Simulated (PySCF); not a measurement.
## What a change does: NMR shielding calculation on C$_{3}$H$_{13}$NSi$_{2}$

System: C$_{3}$H$_{13}$NSi$_{2}$, SMILES CC(C)N[SiH2][SiH3].
Method of run 1: GIAO KT2/pcSseg-1 NMR shielding, non-relativistic, gas phase (PySCF 2.14.0).

The geometry comes from this level: PBE0-D3(BJ)/def2-SVP. Text and figures count atoms from 1; the logs count them from 0 in places.

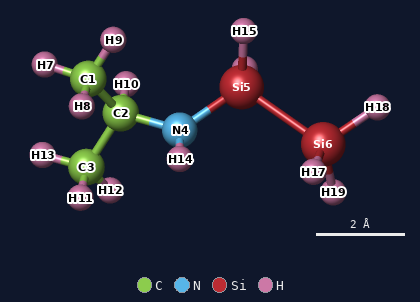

Fig. 1: The input geometry (ball-and-stick view, seen at a tilt; atoms are numbered from 1 in the order of the input). Bond lengths as drawn: C–C 1.52 to 1.53 Å, C–H 1.10 to 1.11 Å, C–N 1.46 Å, H–N 1.02 Å, H–Si 1.50 to 1.51 Å, N–Si 1.73 Å and Si–Si 2.34 Å.

### Input file, run 1
```
{"job": {"kind": "nmr", "xc": "KT2", "basis": "pcSseg-1", "pop": false}, "charge": 0, "multiplicity": 1}
C     -1.343787     1.185939    -1.245256
C     -0.895968    -0.041925    -0.456067
C     -1.843842    -0.349269     0.696038
N      0.469079     0.078691     0.033968
Si     1.877409    -0.404785    -0.855372
Si     3.714271    -0.244390     0.592941
H     -2.358884     1.057965    -1.652974
H     -1.351989     2.078029    -0.596738
H     -0.659474     1.385673    -2.083844
H     -0.906635    -0.909093    -1.141971
H     -1.858683     0.486932     1.415689
H     -1.518777    -1.251803     1.233093
H     -2.874691    -0.500097     0.340761
H      0.577838     0.818928     0.721371
H      2.177808     0.395210    -2.096389
H      1.684701    -1.817083    -1.314865
H      3.721088     1.099925     1.254719
H      4.997998    -0.401426    -0.159510
H      3.653292    -1.289105     1.661579
```

The first line tells a small driver script what to run in PySCF; the rest is the geometry in Å.

Hardware: 1 CPU thread, shared host.

### Output (run 1)
```
coarse grid: 15632 points
cycle   1  E = -763.7573379505  dE =  7.777e-02  |g| = 5.710e-01  |ddm| = 3.678e+00
cycle   2  E = -763.5796239866  dE =  1.777e-01  |g| = 1.006e+00  |ddm| = 1.966e+00
cycle   3  E = -763.8357712489  dE = -2.561e-01  |g| = 1.747e-01  |ddm| = 1.604e+00
cycle   4  E = -763.8431294342  dE = -7.358e-03  |g| = 4.565e-02  |ddm| = 2.386e-01
cycle   5  E = -763.8436076809  dE = -4.782e-04  |g| = 1.137e-02  |ddm| = 4.961e-02
cycle   6  E = -763.8436366495  dE = -2.897e-05  |g| = 4.487e-03  |ddm| = 1.580e-02
cycle   7  E = -763.8436415603  dE = -4.911e-06  |g| = 8.487e-04  |ddm| = 4.330e-03
final grid: 138304 points
cycle   8  E = -763.8775560235  dE = -1.938e-04  |g| = 1.923e-02  |ddm| = 4.667e-02
cycle   9  E = -763.8774207716  dE =  1.353e-04  |g| = 2.852e-02  |ddm| = 4.568e-02
cycle  10  E = -763.8776112785  dE = -1.905e-04  |g| = 5.945e-03  |ddm| = 3.756e-02
cycle  11  E = -763.8776183750  dE = -7.096e-06  |g| = 1.812e-03  |ddm| = 7.911e-03
cycle  12  E = -763.8776191962  dE = -8.212e-07  |g| = 1.319e-04  |ddm| = 1.758e-03
cycle  13  E = -763.8776191994  dE = -3.235e-09  |g| = 6.148e-05  |ddm| = 1.840e-04
cycle  14  E = -763.8776192004  dE = -9.604e-10  |g| = 9.090e-06  |ddm| = 5.762e-05
converged SCF energy = -763.8776192004

GIAO shielding tensors (ppm)
atom      isotropic    diamagn.    paramagn.     s11        s22        s33       span
  0 C      155.959     248.502     -92.543    137.137    147.601    183.139     46.002
  1 C      128.933     243.493    -114.560    111.551    120.283    154.964     43.412
  2 C      154.379     247.926     -93.547    133.964    145.130    184.042     50.078
  3 N      215.204     324.936    -109.732    172.995    199.946    272.672     99.677
  4 Si     414.966     883.997    -469.032    365.688    382.106    497.103    131.415
  5 Si     472.896     882.679    -409.782    464.518    471.809    482.362     17.843
  6 H       29.982      29.225       0.758     25.830     27.416     36.701     10.872
  7 H       30.586      30.766      -0.180     28.368     28.616     34.772      6.404
  8 H       29.603      30.519      -0.916     25.510     28.629     34.672      9.162
  9 H       28.344      32.624      -4.280     25.529     28.016     31.486      5.957
 10 H       30.457      31.043      -0.586     28.034     28.695     34.643      6.608
 11 H       29.768      30.637      -0.869     26.056     27.935     35.311      9.255
 12 H       29.986      29.368       0.618     25.735     27.529     36.694     10.958
 13 H       31.957      36.854      -4.896     23.793     32.930     39.149     15.357
 14 H       25.865      29.426      -3.561     21.641     24.606     31.347      9.706
 15 H       26.237      29.916      -3.680     23.214     24.800     30.696      7.482
 16 H       27.758      29.308      -1.549     24.556     26.393     32.326      7.769
 17 H       27.751      27.818      -0.067     24.753     25.157     33.343      8.590
 18 H       27.661      28.980      -1.319     24.519     25.743     32.722      8.204
```

The input of run 2 differs as follows (lines with − go, lines with + come):
```diff
-"xc": "KT2"
+"xc": "KT3"
```

Predict how the results change.

The total energies belong to different methods, so their difference says nothing on which is more stable or more accurate. The LUMO goes from −0.83 to −0.66 eV. Of all shieldings, the largest change is that of Si5, by +3.5 ppm. The functional changes from KT2 to KT3. The number of SCF iterations is the same.

### Output (run 2)
```
coarse grid: 15632 points
cycle   1  E = -763.1136182904  dE =  4.605e-02  |g| = 5.902e-01  |ddm| = 3.698e+00
cycle   2  E = -762.9192372647  dE =  1.944e-01  |g| = 1.045e+00  |ddm| = 2.099e+00
cycle   3  E = -763.1989155128  dE = -2.797e-01  |g| = 1.721e-01  |ddm| = 1.692e+00
cycle   4  E = -763.2060892376  dE = -7.174e-03  |g| = 4.772e-02  |ddm| = 2.312e-01
cycle   5  E = -763.2066116390  dE = -5.224e-04  |g| = 1.147e-02  |ddm| = 5.115e-02
cycle   6  E = -763.2066406607  dE = -2.902e-05  |g| = 4.692e-03  |ddm| = 1.584e-02
cycle   7  E = -763.2066459607  dE = -5.300e-06  |g| = 8.510e-04  |ddm| = 4.351e-03
final grid: 138304 points
cycle   8  E = -763.2334190958  dE = -2.103e-04  |g| = 1.458e-02  |ddm| = 4.681e-02
cycle   9  E = -763.2333982636  dE =  2.083e-05  |g| = 1.391e-02  |ddm| = 2.050e-02
cycle  10  E = -763.2334260844  dE = -2.782e-05  |g| = 6.826e-03  |ddm| = 2.107e-02
cycle  11  E = -763.2334368493  dE = -1.076e-05  |g| = 6.090e-04  |ddm| = 7.953e-03
cycle  12  E = -763.2334369690  dE = -1.197e-07  |g| = 1.205e-04  |ddm| = 9.657e-04
cycle  13  E = -763.2334369717  dE = -2.755e-09  |g| = 5.027e-05  |ddm| = 1.448e-04
cycle  14  E = -763.2334369725  dE = -7.599e-10  |g| = 5.114e-06  |ddm| = 6.468e-05
converged SCF energy = -763.2334369725

GIAO shielding tensors (ppm)
atom      isotropic    diamagn.    paramagn.     s11        s22        s33       span
  0 C      155.797     247.633     -91.836    138.043    147.538    181.811     43.768
  1 C      129.204     242.901    -113.697    111.864    121.772    153.976     42.112
  2 C      154.083     247.098     -93.015    134.683    145.034    182.532     47.848
  3 N      215.388     325.169    -109.781    174.423    202.905    268.834     94.411
  4 Si     418.462     883.329    -464.867    372.497    388.131    494.759    122.262
  5 Si     470.870     882.035    -411.165    463.061    469.259    480.290     17.229
  6 H       30.144      29.253       0.891     26.059     27.634     36.738     10.679
  7 H       30.723      30.854      -0.132     28.506     28.755     34.906      6.400
  8 H       29.773      30.642      -0.869     25.712     28.860     34.748      9.036
  9 H       28.530      32.717      -4.187     25.639     28.203     31.747      6.107
 10 H       30.594      31.161      -0.567     28.175     28.846     34.761      6.586
 11 H       29.935      30.828      -0.892     26.271     28.164     35.371      9.100
 12 H       30.133      29.420       0.713     25.962     27.733     36.705     10.743
 13 H       32.054      37.234      -5.180     23.912     32.933     39.317     15.404
 14 H       26.233      29.668      -3.434     22.075     25.009     31.617      9.542
 15 H       26.629      30.201      -3.572     23.608     25.229     31.051      7.443
 16 H       28.028      29.700      -1.672     24.912     26.688     32.484      7.573
 17 H       28.026      28.076      -0.050     25.111     25.490     33.478      8.367
 18 H       27.930      29.362      -1.432     24.871     26.063     32.855      7.984
```

### The two runs side by side

```tsv
quantity	run 1	run 2
outcome	converged	converged
total energy (hartree)	−763.877619	−763.233437
HOMO (eV)	−5.53	−5.54
LUMO (eV)	−0.83	−0.66
dipole moment (D)	1.30	1.29
shielding of C2 (ppm)	128.9	129.2
shielding of C3 (ppm)	154.4	154.1
shielding of Si5 (ppm)	415.0	418.5
shielding of Si6 (ppm)	472.9	470.9
shielding of H15 (ppm)	25.9	26.2
shielding of H16 (ppm)	26.2	26.6
shielding of H18 (ppm)	27.8	28.0
SCF iterations	14	14
basis functions	181	181
wall time (shared host)	34 s	35 s
```
